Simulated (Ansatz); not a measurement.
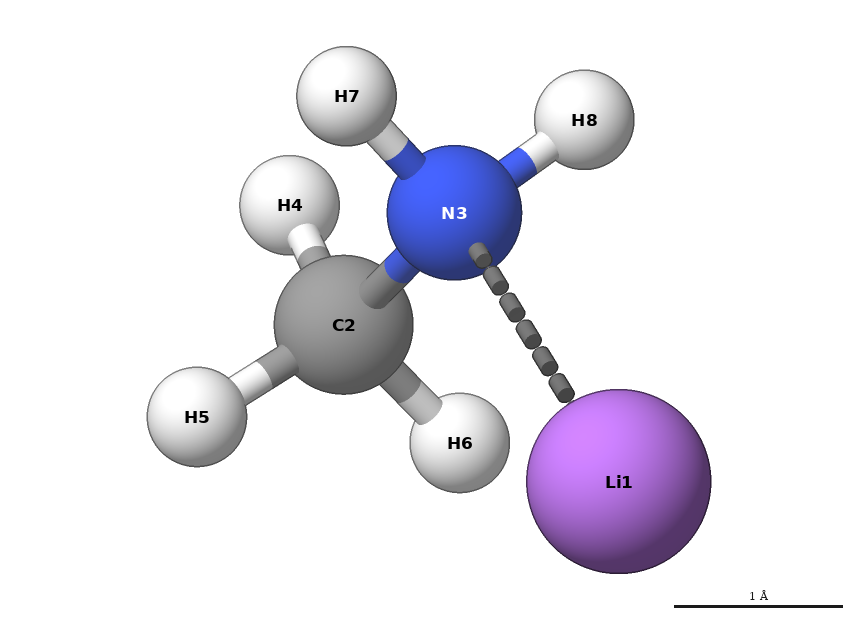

Two molecules or ions; the broken line marks their closest contact (measured against van der Waals radii). The species has charge +1 and is a spin singlet. Geometry: a pair of rigid molecules at a changed separation. Program: Ansatz 0.2.0.

Which two species are they?

Li and CH5N (`CN.[Li+]`).

How long is the contact?

Li1···N3 is 2.90 Å.

Give the counterpoise-corrected interaction energy (kcal/mol, monomers kept as in the pair) with RHF-CCSD(T) (frozen core)/def2-TZVPPD; ωB97M-V/def2-TZVPPD.

| level | interaction energy (kcal/mol) |
| --- | --- |
| RHF-CCSD(T) (frozen core)/def2-TZVPPD | −24.7 |
| ωB97M-V/def2-TZVPPD | −25.4 |
